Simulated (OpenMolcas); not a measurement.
# doublet SiHF+ at 5 levels

Aim: a comparison of 5 runs (U-r2SCAN/def2-TZVPPD, U-revPBE/def2-TZVPPD, UB3LYP/def2-TZVPPD, UM06-2X/def2-TZVPPD, UTPSS/def2-TZVPPD) of doublet SiHF+. 

The results are computed with OpenMolcas 26.06.

## Step 1: Starting point

SiHF+: 3 atoms, total charge +1, spin state doublet. As SMILES of the parent species, `F[SiH]`. The shape is that of a PBE0-D4/def2-TZVP optimisation. That shape belongs to the parent species and isn't relaxed for this state.

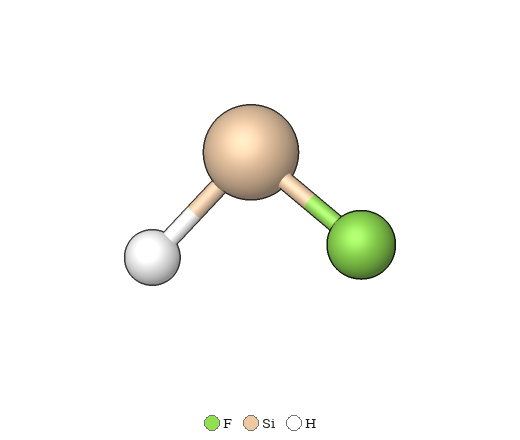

The structure, seen from a chosen angle (fluorine green, silicon light orange, hydrogen white).

## Step 2: The energy at U-r2SCAN/def2-TZVPPD (run 1)

Input file job.inp:

```
* FHSi Kohn-Sham DFT

&GATEWAY
 BasLib=$CurrDir
 Coord
 3
 bohr
 F     -2.06017942     0.04610932    -1.13818204
 Si     0.35300084     1.18939362     0.32843440
 H      1.68639159    -1.35795719     0.78480326
 Basis=def2-TZVPPD
 Group=NoSym

&SEWARD
 GridInput
 Grid=UltraFine
 End of Grid

&SCF
 UHF
 Charge=1
 Spin=2
 KSDFT=2
 1.0 MGGA_X_R2SCAN
 1.0 MGGA_C_R2SCAN
 Thresholds=1e-10 1e-07 1e-07 1e-05
 PrOrbitals=0
```

The basis set def2-TZVPPD is read from a file made from the Basis Set Exchange's data (not shown).

On the command line:

```sh
$ export MOLCAS_MEM=1860
$ pymolcas job.inp > job.log
```

The program printed:

```text
--- Start Module: gateway ---
[...]
--- Stop Module: gateway /rc=_RC_ALL_IS_WELL_ ---
--- Start Module: seward ---
[...]
      Basis functions          105
--- Stop Module: seward /rc=_RC_ALL_IS_WELL_ ---
[...]
--- Start Module: scf ---
[...]
       Convergence after  19 Iterations
[...]
::    Total KS-DFT energy                            -389.5652192731
[...]
      Total spin, S                                     0.5054873764
[...]
      Total electronic charge=   23.000000
      Total            charge=    1.000000
[...]
      Dipole Moment (debye):
      Origin of the operator (angstrom)=   -0.3040    0.3615   -0.1284
                   X=  3.4011E+00               Y=  1.2419E+00               Z=  2.0259E+00           Total=  4.1489E+00
      Center of Charge (angstrom)
[...]
--- Stop Module: scf /rc=_RC_ALL_IS_WELL_ ---
[...]
```

It took 60 s on 1 thread of Arm Neoverse V2, shared host; peak memory 0.6 GiB.

## Step 3: The energy at U-revPBE/def2-TZVPPD (run 2)

Input file struct.xyz:

```xyz
3

F     -1.090200     0.024400    -0.602300
Si     0.186800     0.629400     0.173800
H      0.892400    -0.718600     0.415300
```

Input file mol.inp:

```
&GATEWAY
  BasLib
  $CurrDir
  Coord
  struct.xyz
  Basis
  def2-TZVPPD
  Group
  NoSym

&SEWARD
  GridInput
  Grid=UltraFine
  End of Grid

&SCF
  UHF
  Charge
  1
  Spin
  2
  KSDFT
  revPBE
  Thresholds
  1e-10 1e-07 1e-07 1e-05
  PrOrbitals
  0
```

The basis set def2-TZVPPD is read from a file made from the Basis Set Exchange's data (not shown).

On the command line:

```sh
$ export MOLCAS_MEM=1860
$ pymolcas mol.inp > mol.log
```

The program printed:

```text
--- Start Module: gateway ---
[...]
--- Stop Module: gateway /rc=_RC_ALL_IS_WELL_ ---
--- Start Module: seward ---
[...]
      Basis functions          105
--- Stop Module: seward /rc=_RC_ALL_IS_WELL_ ---
[...]
--- Start Module: scf ---
[...]
       Convergence after  20 Iterations
[...]
::    Total KS-DFT energy                            -389.5456220676
[...]
      Total spin, S                                     0.5027953463
[...]
      Total electronic charge=   23.000000
      Total            charge=    1.000000
[...]
      Dipole Moment (debye):
      Origin of the operator (angstrom)=   -0.3040    0.3615   -0.1284
                   X=  3.3205E+00               Y=  1.1603E+00               Z=  1.9721E+00           Total=  4.0325E+00
      Center of Charge (angstrom)
[...]
--- Stop Module: scf /rc=_RC_ALL_IS_WELL_ ---
[...]
```

Run time: 42 s. Hardware: 1 thread of Arm Neoverse V2, shared host; peak memory 0.6 GiB.

Runs 3 to 4 aren't shown in full; the table further down has their settings and results.

## Step 4: The energy at UTPSS/def2-TZVPPD (run 5)

Input file mol.xyz:

```xyz
3

F     -1.090200     0.024400    -0.602300
Si     0.186800     0.629400     0.173800
H      0.892400    -0.718600     0.415300
```

Input file mol.inp:

```
>>> EXPORT MOLCAS_PRINT=2
&GATEWAY
BasLib
$CurrDir
Coord
mol.xyz
Basis
def2-TZVPPD
Group
NoSym
&SEWARD
GridInput
Grid=UltraFine
End of Grid
&SCF
UHF
Charge
1
Spin
2
KSDFT
2
1.0 MGGA_X_TPSS
1.0 MGGA_C_TPSS
Thresholds
1e-10 1e-07 1e-07 1e-05
PrOrbitals
1 1
```

The basis set def2-TZVPPD is read from a file made from the Basis Set Exchange's data (not shown).

On the command line:

```sh
$ export MOLCAS_MEM=1860
$ pymolcas mol.inp > mol.log
```

The program printed:

```text
--- Start Module: gateway ---
[...]
--- Stop Module: gateway /rc=_RC_ALL_IS_WELL_ ---
--- Start Module: seward ---
[...]
      Basis functions          105
--- Stop Module: seward /rc=_RC_ALL_IS_WELL_ ---
[...]
--- Start Module: scf ---
[...]
       Convergence after  18 Iterations
[...]
::    Total KS-DFT energy                            -389.6651536793
[...]
      Total spin, S                                     0.5041393464
[...]
      Total electronic charge=   23.000000
      Total            charge=    1.000000
[...]
      Dipole Moment (debye):
      Origin of the operator (angstrom)=   -0.3040    0.3615   -0.1284
                   X=  3.3399E+00               Y=  1.1920E+00               Z=  1.9864E+00           Total=  4.0647E+00
      Center of Charge (angstrom)
[...]
--- Stop Module: scf /rc=_RC_ALL_IS_WELL_ ---
[...]
```

Run time: 58 s. Hardware: 1 thread of Arm Neoverse V2, shared host; peak memory 0.6 GiB.

## Step 5: The series

```
run                 level  energy (Eh)  HOMO energy (eV)  LUMO energy (eV)   ⟨S²⟩  wall time
  1  U-r2SCAN/def2-TZVPPD  -389.565219            -15.20            -12.54  0.761       60 s
  2  U-revPBE/def2-TZVPPD  -389.545622            -14.75            -12.90  0.756       42 s
  3    UB3LYP/def2-TZVPPD  -389.656227            -15.87            -12.48  0.757       42 s
  4   UM06-2X/def2-TZVPPD  -389.578769            -17.22            -11.25  0.757       59 s
  5     UTPSS/def2-TZVPPD  -389.665154            -15.05            -12.83  0.758       58 s
```

## Step 6: What came out

```
                                 quantity          value
                      run 5: total energy  -389.66515 Eh
run 5: HOMO energy (highest over α and β)      -15.05 eV
 run 5: LUMO energy (lowest over α and β)      -12.83 eV
                              run 5: ⟨S²⟩          0.758
```

In words: Totals of different functionals can't be ranked against each other. All runs together took 4.4 min, the longest 60 s.
